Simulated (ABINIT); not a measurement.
# Beyond one shot: LiCaH3 (R-3c), part 2 of 2

Aim: iterate the self-energy on LiCaH3 (R-3c) and follow the gap from cycle to cycle.

ABINIT 10.8.3; LDA and many-body steps on it, plane waves. Known limits of the many-body steps: not at the basis limit; coarse k mesh.

So far. Step 4 (G0W0): The gap on the mesh goes from 2.32 eV to 3.72 eV, a correction of +1.41 eV. Step 5 (QSGW, cycle 1): Against G0W0 in ABINIT (2×2×2 mesh, 56 bands, screening to 87.1 eV, Godby-Needs plasmon pole), the gap moves by +0.479 eV.

### 6. Screening, 2×2×2 mesh, 56 bands, screening to 87.1 eV

This step: RPA screening on LDA, plane waves, norm-conserving pseudopotentials.

run.abi

```
acell 3*1.0 Angstrom
rprim 
  2.605565885003 1.504324165098 4.142435874900
  -2.605565885003 1.504324165098 4.142435874900
  -0.000000000000 -3.008648330196 4.142435874900
ntypat 3
znucl 3 20 1
natom 10
typat 1 1 2 2 3 3 3 3 3 3
xred 
  0.000000000000 0.000000000000 0.000000000000
  0.500000000000 0.500000000000 0.500000000000
  0.250000000000 0.250000000000 0.250000000000
  0.750000000000 0.750000000000 0.750000000000
  0.698431000000 0.801569000000 0.250000000000
  0.250000000000 0.698431000000 0.801569000000
  0.801569000000 0.250000000000 0.698431000000
  0.750000000000 0.301569000000 0.198431000000
  0.198431000000 0.750000000000 0.301569000000
  0.301569000000 0.198431000000 0.750000000000
pp_dirpath "pseudos"
pseudos "Li.upf, Ca.upf, H.upf"
ecut 33
ngkpt 2 2 2
nshiftk 1
shiftk 0 0 0
kptopt 1
chksymbreak 0
istwfk *1
occopt 1
irdwfk 1
optdriver 3
nband 56
ecuteps 3.2
inclvkb 2
awtr 1
symchi 1
gwcalctyp 28
mbpt_sciss 2.203 eV
nqptdm 1
qptdm 
  0 0 0
indata_prefix "in"
outdata_prefix "out"
tmpdata_prefix "tmp"
```

Run with:

```
OMP_NUM_THREADS=1 mpirun -n 4 abinit run.abi > log
```

Numbers of over 12 decimals in the logs are rounded to 6 here.

What it wrote:

```text
.Version 10.8.3 of ABINIT. v10.8.2 released Aug 2026.

 Symmetries : space group R-3 c (#167); Bravais hR (rhombohedral)
[... echo of the input left out ...]
== DATASET  1 ==================================================================
-   mpi_nproc: 4, omp_nthreads: 1 (-1 if OMP is not activated)

--- !DatasetInfo
iteration_state: {dtset: 1, }
dimensions: {natom: 10, nkpt: 4, mband: 56, nsppol: 1, nspinor: 1, nspden: 1, mpw: 5964, }
cutoff_energies: {ecut:  33.0, pawecutdg:  -1.0, }
electrons: {nelect:   3.20000000E+01, charge:   0.00000000E+00, occopt:   1.00000000E+00, tsmear:   1.00000000E-02, }

 SCREENING: Calculation of the susceptibility and dielectric matrices

 Based on a program developped by R.W. Godby, V. Olevano, G. Onida, and L. Reining.
 Incorporated in ABINIT by V. Olevano, G.-M. Rignanese, and M. Torrent.
.Using double precision arithmetic ; gwpc =  8

[... cell and pseudopotentials left out ...]
--------------------------------------------------------------------------------

 ==== K-mesh for the wavefunctions ====
 Number of points in the irreducible wedge :     4
[... list of points left out ...]
 Together with 12 symmetry operations and time-reversal symmetry
 yields     8 points in the full Brillouin Zone.

 ==== Q-mesh for the screening function ====
 Number of points in the irreducible wedge :     4
[... list of points left out ...]
 Together with 12 symmetry operations and time-reversal symmetry
 yields     8 points in the full Brillouin Zone.

 setmesh: FFT mesh size selected  =    36x   36x   36
          total number of points  =        46656

 vcoul_init : cutoff-mode = AUXILIARY_FUNCTION
 q-points for optical limit:   1
     1)      0.000010    0.000020    0.000030

 Dielectric matrix will be calculated only for some
 selected q points provided by the user through the input variables
 nqptdm and qptdm

- screening: taking advantage of time-reversal symmetry
- Maximum band index for partially occupied states nbvw = 16
- Remaining bands to be divided among processors   nbcw = 40
- Number of bands treated by each node ~10

 rdqps: reading QP wavefunctions of the previous step
        looking for file in_QPS
 file not found, 1st iteration initialized with KS eigenelements

 screening : performing a first self-consistency
 update of the energies in W by a scissor operator
 applying a scissor operator of [eV] :   2.203

 Number of electrons calculated from density =   32.0000; Expected =   32.0000
 average of density, n =  0.048675
 r_s =    1.6990
 omega_plasma =   21.2817 [eV]

 calculating chi0 at frequencies [eV] :
  1    0.000000E+00    0.000000E+00
  2    0.000000E+00    2.128173E+01

--------------------------------------------------------------------------------
  q-point number  1        q = ( 0.000000, 0.000000, 0.000000) [r.l.u.]
--------------------------------------------------------------------------------
[... chi0 elements left out ...]
 For q-point:  0.000010 0.000020 0.000030
  dielectric constant =   4.4850
  dielectric constant without local fields =   4.8481

  Average fulfillment of the sum rule on Im[epsilon] for q-point    1 :     52.10  [%]
[... wings left out ...]
== END DATASET(S) ==============================================================
================================================================================

 -outvars: echo values of variables after computation  --------
           etotal      0.0000000000E+00
            nband          56
             nkpt           4
          spgroup         167
 [... the other variables as echoed above ...]

 Calculation completed.
```

The job ended after 5.6 s (4 MPI ranks of Arm Neoverse V2, shared host; peak memory 0.73 GiB; 22 s of CPU time).

This step gave:

* ε∞ with local fields, on this mesh, along the program's q direction: 4.485
* the same without local fields: 4.848
* plasma frequency: 21.28 eV
* plane waves in the screening matrix: 169

This screening uses the functional's bands under a rigid shift, the mean opening of the cycle before.

### 7. Screening, 2×2×2 mesh, 56 bands, screening to 87.1 eV

This step: RPA screening on LDA from quasiparticle energies and orbitals, plane waves, norm-conserving pseudopotentials.

Changes to run.abi since step 6:

```diff
@@ -37,7 +37,9 @@
 symchi 1
+irdqps 1
 gwcalctyp 28
-mbpt_sciss 2.203 eV
-nqptdm 1
+nqptdm 3
 qptdm 
-  0 0 0
+  0.5000000000 0.0000000000 0.0000000000
+  0.5000000000 0.5000000000 0.0000000000
+  0.5000000000 0.5000000000 0.5000000000
 indata_prefix "in"
```

mrgscr.stdin

```
2
merged
q0_SCR
out_SCR
1
```

Run with:

```
OMP_NUM_THREADS=1 mpirun -n 4 abinit run.abi > log; mrgscr < mrgscr.stdin
```

What it wrote:

```text
.Version 10.8.3 of ABINIT. v10.8.2 released Aug 2026.

 Symmetries : space group R-3 c (#167); Bravais hR (rhombohedral)
[... echo of the input left out ...]
== DATASET  1 ==================================================================
-   mpi_nproc: 4, omp_nthreads: 1 (-1 if OMP is not activated)

--- !DatasetInfo
iteration_state: {dtset: 1, }
dimensions: {natom: 10, nkpt: 4, mband: 56, nsppol: 1, nspinor: 1, nspden: 1, mpw: 5964, }
cutoff_energies: {ecut:  33.0, pawecutdg:  -1.0, }
[...]
q-point number  1        q = ( 0.500000, 0.000000, 0.000000) [r.l.u.]
--------------------------------------------------------------------------------
[... chi0 elements left out ...]
  Average fulfillment of the sum rule on Im[epsilon] for q-point    2 :     59.27  [%]

--------------------------------------------------------------------------------
  q-point number  2        q = ( 0.500000, 0.500000, 0.000000) [r.l.u.]
--------------------------------------------------------------------------------
[... chi0 elements left out ...]
  Average fulfillment of the sum rule on Im[epsilon] for q-point    3 :     57.66  [%]

 [... 1 further q-points ...]
```

Elapsed: 3.8 s, on 4 MPI ranks; peak memory 0.64 GiB.

Numbers from this step:

| Property | Result |
| --- | --- |
| plasma frequency | 21.28 eV |
| plane waves in the screening matrix | 169 |

This screening reads the quasiparticle levels of the cycle before.

### 8. QSGW, cycle 2

The corrected levels of the last cycle go back in.

This step: QSGW on LDA, plane waves, norm-conserving pseudopotentials.

Changes to run.abi since step 7:

```diff
@@ -31,12 +31,10 @@
 irdwfk 1
-optdriver 3
+optdriver 4
 nband 56
-ecuteps 3.2
-inclvkb 2
-awtr 1
-symchi 1
-irdqps 1
 gwcalctyp 28
-nqptdm 3
-qptdm 
+ecutsigx 33
+symsigma 0
+nkptgw 4
+kptgw 
+  0.0000000000 0.0000000000 0.0000000000
   0.5000000000 0.0000000000 0.0000000000
@@ -44,2 +42,11 @@
   0.5000000000 0.5000000000 0.5000000000
+bdgw 
+  11 22
+  11 22
+  11 22
+  11 22
+ecuteps 3.2
+irdscr 1
+ppmodel 1
+irdqps 1
 indata_prefix "in"
```

Run with:

```
OMP_NUM_THREADS=1 mpirun -n 4 abinit run.abi > log
```

What it wrote:

```text
.Version 10.8.3 of ABINIT. v10.8.2 released Aug 2026.

 Symmetries : space group R-3 c (#167); Bravais hR (rhombohedral)
[... echo of the input left out ...]
== DATASET  1 ==================================================================
-   mpi_nproc: 4, omp_nthreads: 1 (-1 if OMP is not activated)

--- !DatasetInfo
iteration_state: {dtset: 1, }
dimensions: {natom: 10, nkpt: 4, mband: 56, nsppol: 1, nspinor: 1, nspden: 1, mpw: 5964, }
cutoff_energies: {ecut:  33.0, pawecutdg:  -1.0, }
[...]
.  kptgw no:  2; Maximum DeltaE = (  -0.169   0.001) for band index:  1
.  kptgw no:  3; Maximum DeltaE = (  -0.150   0.000) for band index:  2
.  kptgw no:  4; Maximum DeltaE = (  -0.149   0.000) for band index:  2

== END DATASET(S) ==============================================================
================================================================================

 -outvars: echo values of variables after computation  --------
           etotal      0.0000000000E+00
            nband          56
             nkpt           4
          spgroup         167
 [... the other variables as echoed above ...]

 Calculation completed.
```

The job ended after 11 s (4 MPI ranks; peak memory 1.1 GiB).

Numbers from this step:

* quasiparticle gap on the mesh: 4.434 eV
* gap of the density functional on the mesh: 2.318 eV
* k of the valence top: 0.5, 0.5, 0
* k of the conduction bottom: 0.5, 0.5, 0
* least direct quasiparticle gap on the computed points: 4.434 eV

Against the cycle before, the gap moves by +0.230 eV.

### 9. Screening, 2×2×2 mesh, 56 bands, screening to 87.1 eV

This step: RPA screening on LDA, plane waves, norm-conserving pseudopotentials.

Changes to run.abi since step 8:

```diff
@@ -31,22 +31,13 @@
 irdwfk 1
-optdriver 4
+optdriver 3
 nband 56
+ecuteps 3.2
+inclvkb 2
+awtr 1
+symchi 1
 gwcalctyp 28
-ecutsigx 33
-symsigma 0
-nkptgw 4
-kptgw 
-  0.0000000000 0.0000000000 0.0000000000
-  0.5000000000 0.0000000000 0.0000000000
-  0.5000000000 0.5000000000 0.0000000000
-  0.5000000000 0.5000000000 0.5000000000
-bdgw 
-  11 22
-  11 22
-  11 22
-  11 22
-ecuteps 3.2
-irdscr 1
-ppmodel 1
-irdqps 1
+mbpt_sciss 2.425 eV
+nqptdm 1
+qptdm 
+  0 0 0
 indata_prefix "in"
```

What it wrote:

```text
.Version 10.8.3 of ABINIT. v10.8.2 released Aug 2026.

 Symmetries : space group R-3 c (#167); Bravais hR (rhombohedral)
[... echo of the input left out ...]
== DATASET  1 ==================================================================
-   mpi_nproc: 4, omp_nthreads: 1 (-1 if OMP is not activated)

--- !DatasetInfo
iteration_state: {dtset: 1, }
dimensions: {natom: 10, nkpt: 4, mband: 56, nsppol: 1, nspinor: 1, nspden: 1, mpw: 5964, }
cutoff_energies: {ecut:  33.0, pawecutdg:  -1.0, }
[...]
[... chi0 elements left out ...]
 For q-point:  0.000010 0.000020 0.000030
  dielectric constant =   4.3891
  dielectric constant without local fields =   4.7363

  Average fulfillment of the sum rule on Im[epsilon] for q-point    1 :     52.62  [%]
[... wings left out ...]
== END DATASET(S) ==============================================================
================================================================================

 -outvars: echo values of variables after computation  --------
           etotal      0.0000000000E+00
            nband          56
             nkpt           4
          spgroup         167
 [... the other variables as echoed above ...]

 Calculation completed.
```

It took 5.5 s on 4 MPI ranks; peak memory 0.73 GiB; 22 s of CPU time.

Numbers from this step:

* ε∞ with local fields, on this mesh, along the program's q direction: 4.389
* the same without local fields: 4.736
* plasma frequency: 21.28 eV
* plane waves in the screening matrix: 169

This screening uses the functional's bands under a rigid shift, the mean opening of the cycle before.

### 10. Screening, 2×2×2 mesh, 56 bands, screening to 87.1 eV

This step: RPA screening on LDA from quasiparticle energies and orbitals, plane waves, norm-conserving pseudopotentials.

Changes to run.abi since step 9:

```diff
@@ -37,7 +37,9 @@
 symchi 1
+irdqps 1
 gwcalctyp 28
-mbpt_sciss 2.425 eV
-nqptdm 1
+nqptdm 3
 qptdm 
-  0 0 0
+  0.5000000000 0.0000000000 0.0000000000
+  0.5000000000 0.5000000000 0.0000000000
+  0.5000000000 0.5000000000 0.5000000000
 indata_prefix "in"
```

mrgscr.stdin is that of step 7.

Run with:

```
OMP_NUM_THREADS=1 mpirun -n 4 abinit run.abi > log; mrgscr < mrgscr.stdin
```

What it wrote:

```text
.Version 10.8.3 of ABINIT. v10.8.2 released Aug 2026.

 Symmetries : space group R-3 c (#167); Bravais hR (rhombohedral)
[... echo of the input left out ...]
== DATASET  1 ==================================================================
-   mpi_nproc: 4, omp_nthreads: 1 (-1 if OMP is not activated)

--- !DatasetInfo
iteration_state: {dtset: 1, }
dimensions: {natom: 10, nkpt: 4, mband: 56, nsppol: 1, nspinor: 1, nspden: 1, mpw: 5964, }
cutoff_energies: {ecut:  33.0, pawecutdg:  -1.0, }
[...]
q-point number  1        q = ( 0.500000, 0.000000, 0.000000) [r.l.u.]
--------------------------------------------------------------------------------
[... chi0 elements left out ...]
  Average fulfillment of the sum rule on Im[epsilon] for q-point    2 :     59.62  [%]

--------------------------------------------------------------------------------
  q-point number  2        q = ( 0.500000, 0.500000, 0.000000) [r.l.u.]
--------------------------------------------------------------------------------
[... chi0 elements left out ...]
  Average fulfillment of the sum rule on Im[epsilon] for q-point    3 :     58.00  [%]

 [... 1 further q-points ...]
```

Wall time 3.7 s (4 MPI ranks); peak memory 0.64 GiB; 15 s of CPU time.

This step gave:

- plasma frequency: 21.28 eV
- plane waves in the screening matrix: 169

This screening reads the quasiparticle levels of the cycle before.

### 11. QSGW, cycle 3

This step: QSGW on LDA, plane waves, norm-conserving pseudopotentials.

Changes to run.abi since step 10:

```diff
@@ -31,12 +31,10 @@
 irdwfk 1
-optdriver 3
+optdriver 4
 nband 56
-ecuteps 3.2
-inclvkb 2
-awtr 1
-symchi 1
-irdqps 1
 gwcalctyp 28
-nqptdm 3
-qptdm 
+ecutsigx 33
+symsigma 0
+nkptgw 4
+kptgw 
+  0.0000000000 0.0000000000 0.0000000000
   0.5000000000 0.0000000000 0.0000000000
@@ -44,2 +42,11 @@
   0.5000000000 0.5000000000 0.5000000000
+bdgw 
+  11 22
+  11 22
+  11 22
+  11 22
+ecuteps 3.2
+irdscr 1
+ppmodel 1
+irdqps 1
 indata_prefix "in"
```

Run with:

```
OMP_NUM_THREADS=1 mpirun -n 4 abinit run.abi > log
```

What it wrote:

```text
.Version 10.8.3 of ABINIT. v10.8.2 released Aug 2026.

 Symmetries : space group R-3 c (#167); Bravais hR (rhombohedral)
[... echo of the input left out ...]
== DATASET  1 ==================================================================
-   mpi_nproc: 4, omp_nthreads: 1 (-1 if OMP is not activated)

--- !DatasetInfo
iteration_state: {dtset: 1, }
dimensions: {natom: 10, nkpt: 4, mband: 56, nsppol: 1, nspinor: 1, nspden: 1, mpw: 5964, }
cutoff_energies: {ecut:  33.0, pawecutdg:  -1.0, }
[...]
.  kptgw no:  2; Maximum DeltaE = (  -0.019   0.001) for band index: 12
.  kptgw no:  3; Maximum DeltaE = (  -0.010   0.000) for band index: 12
.  kptgw no:  4; Maximum DeltaE = (  -0.018   0.003) for band index: 12

== END DATASET(S) ==============================================================
================================================================================

 -outvars: echo values of variables after computation  --------
           etotal      0.0000000000E+00
            nband          56
             nkpt           4
          spgroup         167
 [... the other variables as echoed above ...]

 Calculation completed.
```

Elapsed: 11 s, on 4 MPI ranks; peak memory 1.1 GiB; 42 s of CPU time.

Numbers from this step:

```
quasiparticle gap on the mesh                         : 4.452 eV
gap of the density functional on the mesh             : 2.318 eV
k of the valence top                                  : 0.5, 0.5, 0
k of the conduction bottom                            : 0.5, 0.5, 0
least direct quasiparticle gap on the computed points : 4.452 eV
```

Against the cycle before, the gap moves by +0.018 eV.

### 12. The runs together

Times are wall times on 4 MPI ranks of Arm Neoverse V2, shared host, good to a factor of about two. A run's time includes the screening step that it read.

```csv
run,mesh,bands,screening cutoff (eV),DFT gap (eV),gap on the mesh (eV),direct (eV),ε∞ used,time
G0W0,2×2×2,56,87.1,2.318,3.725,3.725,5.93,11 s
"QSGW, cycle 1",2×2×2,56,87.1,2.318,4.204,4.204,5.93,18 s
"QSGW, cycle 2",2×2×2,56,87.1,2.318,4.434,4.434,4.49,20 s
"QSGW, cycle 3",2×2×2,56,87.1,2.318,4.452,4.452,4.39,20 s
```

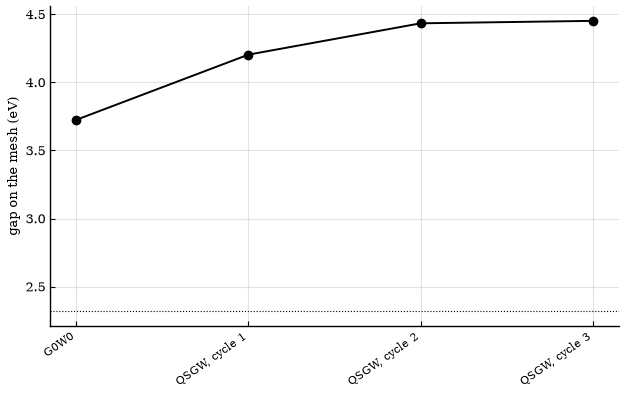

The gap through the cycles; the dotted line is the starting gap.

### 13. Outcome

```yaml
g0w0: 3.725 eV
qsgw_cycle_1: 4.204 eV
qsgw_cycle_2: 4.434 eV
qsgw_cycle_3: 4.452 eV
known_limits: not at the basis limit; coarse k mesh
```

Only the bands that the input lists are updated; the others, empty or deep, keep the functional's energies or take a rigid shift. QSGW ends at 4.45 eV, +0.73 eV from G0W0, after 3 cycles that took 50 s beside the first screening; the last moved the gap by 0.018 eV. Bands and cutoff are finite, so the gap is not at the basis limit. The miss can reach some tenths of an eV and take either sign; the mesh is an error of its own. A denser mesh or path gives a starting gap of 2.20 eV: the GW mesh misses a band edge, so its gaps are not the fundamental one. The 2×2×2 mesh is coarse for this cell, which bears on the long-range parts of exchange and screening. In the updated screening the q = 0 part is built from Kohn-Sham bands under a rigid shift, the other q from the quasiparticle levels.

[Paths, hosts, dates, memory and timing lines, banners, echoed tables and standing remarks are left out of the program output.]

[Logs are printed without paths, hosts, clocks, repeated set-up lines and the standing remarks that a program may print on its own settings, such as how far it seeks lower states.]

[Runs of the session that timed out or met a known fault of the program may be left out.]

[Hosts, paths, dates, database ids (printed as entryN), source tags and the programs' standing remarks are cut or masked in the printed files.]

[G0W0 gaps are taken among the corrected bands and points alone; a level outside them can change the order at an edge.]

[Where Ansatz stands beside ABINIT at settings called matched, ABINIT's density can come from a denser mesh and the files from another edition; pairs whose starting gaps differed by over 0.03 eV were left out, so agreement reads better than it is.]
